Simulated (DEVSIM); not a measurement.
Structure: abrupt Si n-p junction, at 350 K.

| layer (left to right) | material | thickness (μm) | Nd (cm⁻³) | Na (cm⁻³) | τn (s) | τp (s) |
|---|---|---|---|---|---|---|
| 1 | Si | 15.0 | 2.3e16 | - | 2e-6 | 2e-6 |
| 2 | Si | 45.0 | - | 4.1e16 | 2e-6 | 2e-6 |

Left contact: ohmic. Right contact: ohmic. Voltage is applied to the left contact. Recombination: SRH at mid-gap, radiative. Mobility is μmin + (μ − μmin)/(1 + (N/Nref)^α).

The device is made up for the run: typed textbook-type constants, with dimensions and the other settings drawn at random. Values at 300 K; Nc and Nv go as T^1.5, mobilities as T to minus their exponent, the gap by Varshni's rule with the affinity fixed.

| parameter | Si |
|---|---|
| gap (eV) | 1.124 |
| affinity (eV) | 4.05 |
| permittivity | 11.7 |
| Nc (cm⁻³) | 2.86e19 |
| Nv (cm⁻³) | 3.1e19 |
| μn (cm²/Vs) | 1417 |
| μp (cm²/Vs) | 470 |
| μn,min | 52 |
| μp,min | 45 |
| Nref,n | 9.7e16 |
| Nref,p | 2.2e17 |
| αn | 0.68 |
| αp | 0.72 |
| T exponent of μn | 2.3 |
| T exponent of μp | 2.2 |
| B (cm³/s) | 4.7e-15 |
| Varshni α (eV/K) | 0.000473 |
| Varshni β (K) | 636 |

DEVSIM, 1D drift-diffusion, Boltzmann statistics, complete ionisation; no tunnelling, impact ionisation, image-force lowering or self-heating.

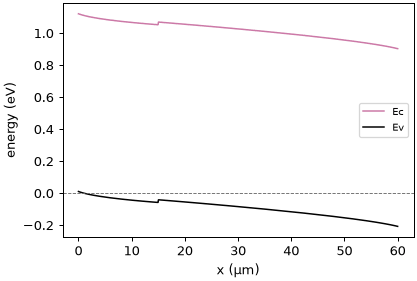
Fig. 1. Band edges at -0.9 V on the left contact

Energies count from the Fermi level of the right contact; mesh points crowd at the junctions.

| x (μm) | Ec (eV) | Ev (eV) | n (cm⁻³) | p (cm⁻³) | field (V/cm) |
|---|---|---|---|---|---|
| 0.000 | 1.122 | 0.011 | 2.3e16 | 6200000 | -130 |
| 0.04816 | 1.121 | 0.011 | 2.3e16 | 2.9e14 | -120 |
| 0.1926 | 1.120 | 0.009 | 2.4e16 | 1.1e15 | -120 |
| 0.6260 | 1.115 | 0.004 | 2.6e16 | 3.5e15 | -98 |
| 2.789 | 1.099 | -0.012 | 3.6e16 | 1.3e16 | -61 |
| 8.088 | 1.074 | -0.037 | 5.2e16 | 2.9e16 | -36 |
| 12.71 | 1.059 | -0.051 | 6.4e16 | 4.1e16 | -28 |
| 14.49 | 1.055 | -0.056 | 6.8e16 | 4.5e16 | -26 |
| 14.85 | 1.054 | -0.057 | 6.9e16 | 4.6e16 | -26 |
| 14.96 | 1.054 | -0.057 | 6.8e16 | 4.7e16 | 410 |
| 15.00 | 1.064 | -0.047 | 4.8e16 | 6.6e16 | 4600 |
| 15.09 | 1.070 | -0.041 | 4.0e16 | 8.1e16 | -22 |
| 15.33 | 1.069 | -0.042 | 4.0e16 | 8.1e16 | -27 |
| 16.04 | 1.067 | -0.043 | 3.9e16 | 8.0e16 | -27 |
| 19.60 | 1.058 | -0.053 | 3.8e16 | 7.9e16 | -28 |
| 28.89 | 1.031 | -0.080 | 3.4e16 | 7.5e16 | -30 |
| 47.81 | 0.966 | -0.144 | 2.1e16 | 6.2e16 | -40 |
| 55.96 | 0.930 | -0.181 | 1.0e16 | 5.1e16 | -54 |
| 59.09 | 0.911 | -0.200 | 3.0e15 | 4.4e16 | -70 |
| 59.71 | 0.906 | -0.205 | 1.0e15 | 4.2e16 | -77 |
| 59.92 | 0.904 | -0.206 | 2.9e14 | 4.1e16 | -80 |
| 60.00 | 0.904 | -0.207 | 3500000 | 4.1e16 | -80 |
